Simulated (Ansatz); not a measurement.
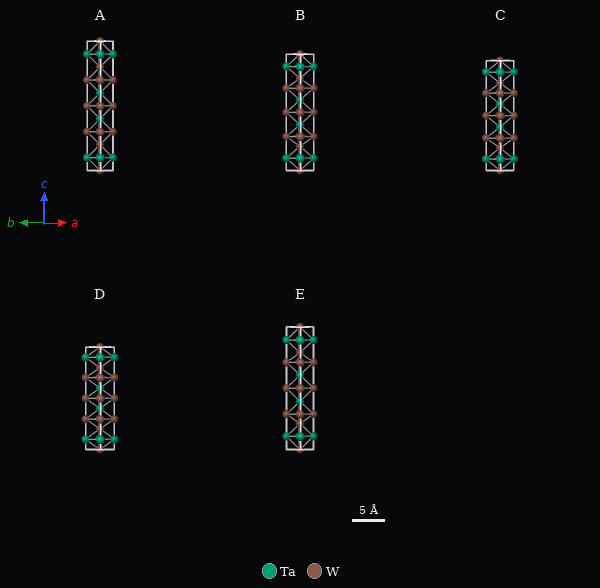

5 geometries from one relaxation of solid Ta2W3 (a generated structure, set up in I4/mmm) (coarse preliminary run), in shuffled order. A ball-and-stick model of the conventional cell (2 times the calculation's cell), seen from a free direction. Lengths and directions refer to the drawn axes.

Method: DFT PBE, scalar-relativistic, plane waves, PAW (Ansatz 0.2.0). Settings: plane-wave cutoff 420 eV; k-point mesh 8 × 8 × 8; occupations gaussian; smearing width 0.1 eV; no spin polarisation; cell and atoms relaxed; force threshold 0.04 eV/Å; at most 70 steps.

Order the frames from highest to lowest energy.

A, E, B, C, D. They are steps 0, 2, 3, 4, 9, at +2.599 eV per cell of the calculation, +2.050 eV per cell of the calculation, +1.298 eV per cell of the calculation, +0.519 eV per cell of the calculation relative to the last. The energy falls by 2.599 eV per cell of the calculation in 8 accepted moves (9 points after the start). The largest force component goes from 0.84 to 0.015 eV/Å. The pressure goes from 3.84 to −0.01 GPa. At 1 point the geometry stayed and the basis and grid were re-selected for the new cell (energy shift of 7.5 meV per cell of the calculation at most each time). The largest moves relative to the cell, 0.045 Å, are those of W atoms. Largest moves by element: W 0.045 Å, Ta 0.006 Å. The drawn cell changes as follows: a = b 2.892 → 3.226 Å (+11.5 %), c 20.448 → 16.189 Å (−20.8 %); the volume changes by −1.5 %. Some distances before and after: Ta–W 4.090 → 3.199 Å, Ta–Ta 4.090 → 3.226 Å, W–W 2.892 → 3.226 Å, Ta–Ta 2.892 → 3.226 Å. The space group stays I4/mmm (No. 139).
